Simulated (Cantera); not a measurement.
Charge: 1 mol Cr2O3, 240 mol H2, 48 mol N2, at 1.00 bar.

Equilibrium computed with Cantera from the NASA thermochemical tables; the gas is ideal and each condensed phase is pure. Candidate condensed phases: Cr, CrN, Cr2N, Cr2O3, H2O; 29 gas species. Mutual solubility and eutectic melting of coexisting phases are not modelled. Rates play no part.

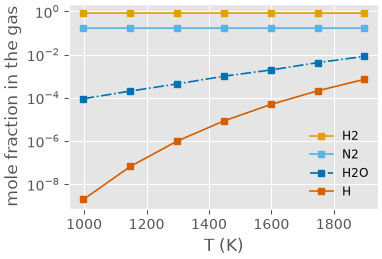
Equilibrium gas composition (values under 1e-9 drawn at 1e-9)

From 998 K to 1148 K the condensed part is CrN(s) + Cr2O3(s). From 1298 K to 1598 K the condensed part is Cr2N(s) + Cr2O3(s). From 1748 K to 1898 K the condensed part is Cr(s) + Cr2O3(s).
